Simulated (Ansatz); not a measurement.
Input

```
crystal:
  periodic: [false, false, false]
  atoms:
    - {symbol: F, position_ang: [-1.496040, -1.066960, 0.242984]}
    - {symbol: Ge, position_ang: [0.932066, 1.230177, 2.235953]}
    - {symbol: O, position_ang: [0.891409, -0.048703, 0.936911]}
    - {symbol: Si, position_ang: [-0.438579, 0.124266, -0.092051]}
    - {symbol: Si, position_ang: [-1.013672, 2.169227, 0.880438]}
    - {symbol: H, position_ang: [-0.018171, -0.078302, -1.507015]}
    - {symbol: H, position_ang: [-0.613566, 3.353187, 0.048916]}
    - {symbol: H, position_ang: [-2.407243, 2.369719, 1.387495]}
basis:
  gaussian:
    orbitals: def2-TZVPD
hamiltonian:
  xc: pbe0
output: {forces: true, orbitals: {seedname: orbitals}}
```

Launched as:

```sh
ansatz run input.yaml --threads 2 --pin off --max-ram 4350MiB --events-out events.jsonl --progress --plain --runs-dir runs
```

Geometry: r2SCAN-D4/def2-SVP.

Level of theory: isolated molecule in a Gaussian basis; Kohn-Sham density functional theory, functional PBE0 (Ansatz 0.2.0).

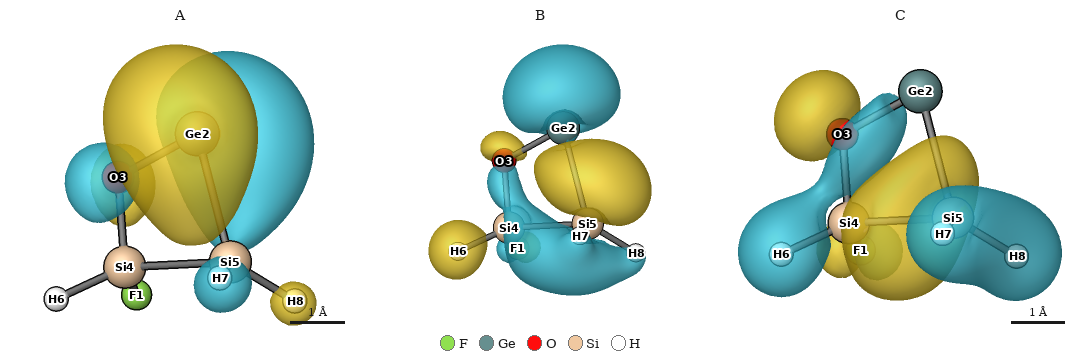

FGeH3OSi2. Three frontier orbitals at ±0.08 Å⁻³ᐟ² (yellow and cyan are the two phases), in no order.

### Which picture is the HOMO−1, the HOMO and the LUMO?

C is the HOMO−1 (−8.18 eV). By Hirshfeld shares it lies mainly on Si5 (about 30 %), O3 (about 25 %) and Si4 (about 20 %). B is the HOMO (−6.40 eV). Its weight (Hirshfeld) is mainly on Ge2 (about 45 %), Si5 (about 35 %) and Si4 (about 10 %). A is the LUMO (−3.01 eV). Its weight (Hirshfeld) is mainly on Ge2 (about 75 %) and O3 (about 10 %).

### What is the HOMO–LUMO gap?

3.39 eV between the orbital energies.
